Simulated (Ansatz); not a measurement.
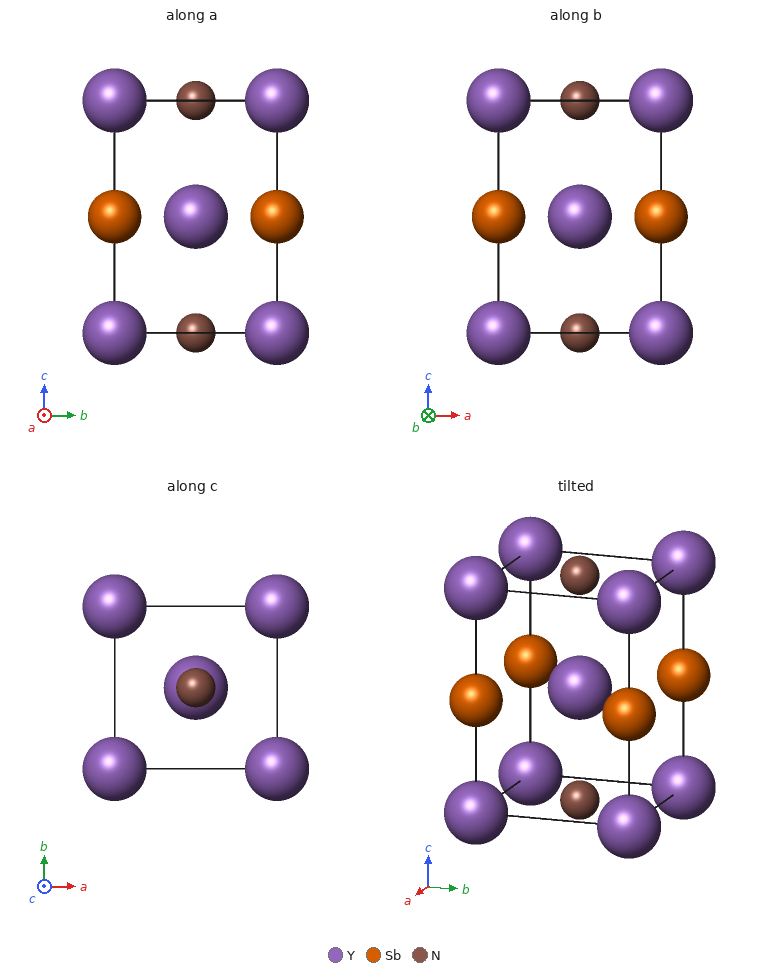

View along the a axis, along the b axis, along the c axis and slightly off an axis, drawn as a spheres-only model. One conventional unit cell is outlined, and atoms on its boundary appear in each equivalent place.

Lattice parameters: a = 3.9587 Å, b = 3.9587 Å, c = 5.6612 Å, α = 90.000°, β = 90.000°, γ = 90.000°.

> Express the structure as a CIF with its space group and independent sites.

```cif
data_structure
_symmetry_space_group_name_H-M 'P 4/m m m'
_symmetry_Int_Tables_number 123
_cell_length_a 3.9587
_cell_length_b 3.9587
_cell_length_c 5.6612
_cell_angle_alpha 90.000
_cell_angle_beta 90.000
_cell_angle_gamma 90.000
_cell_volume 88.72
loop_
_atom_site_label
_atom_site_type_symbol
_atom_site_symmetry_multiplicity
_atom_site_Wyckoff_symbol
_atom_site_fract_x
_atom_site_fract_y
_atom_site_fract_z
_atom_site_occupancy
Y1 Y 1 a 0.0000 0.0000 0.0000 1
Y2 Y 1 d 0.5000 0.5000 0.5000 1
Sb1 Sb 1 b 0.0000 0.0000 0.5000 1
N1 N 1 c 0.5000 0.5000 0.0000 1
```

The initial geometry was a structure type filled with these elements by a generator (whether the compound takes this form wasn't checked). The geometry comes from a coarse first relaxation with DFT PBEsol, scalar-relativistic, plane waves, PAW (Ansatz).
